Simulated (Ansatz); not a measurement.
Partial pair distribution functions of a relaxed model of amorphous Hf18O39Gd2, broadened by 0.06 Å; density 8.91 g/cm³. Method: PBE, scalar-relativistic without spin-orbit coupling (plane waves to 420 eV, PAW; Ansatz, a quantum-chemistry and plane-wave program). In the spin-polarised cell the level spacing at the Fermi energy can part levels of unlike spin.

It comes from a melt-quench run on a machine-learned potential (CHGNet), relaxed afterwards by DFT. O atoms were pushed apart under 1.9 Å during the dynamics, to hinder bonds among them. The hot cell started wider than the set density and was brought back towards it in steps. It is the lowest in DFT energy of 3 quenches. It is a model cell: composition and starting density were chosen by hand, and all elements were melted together. No dispersion term was used. Its density started from a set value of 8.91 and ended at 8.91 g/cm³. The simulated quench (nominally 300 K/ps over its main leg) is rapid and tends to freeze in more defects than a deposited or slowly cooled glass has. One small periodic cell is one sample of the glass; other quenches scatter about these values. The volume was held where the preparation left it and the shape relaxed, at a PBE pressure of 0.8 GPa. Stress components on the final sampling reach 0.9 GPa.

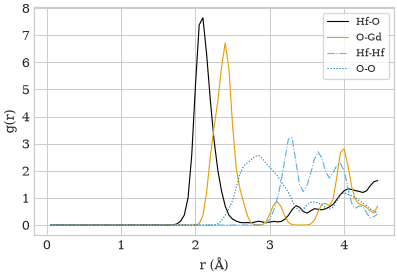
*Partial pair distribution functions*

Highest peaks under 4.5 Å: Hf-O near 2.10 Å, O-Gd near 2.40 Å, Hf-Hf near 3.30 Å, O-O near 2.85 Å; pairs of few atoms are noisy.

Within 2.60 Å each Hf has 6.17 O neighbours on average.
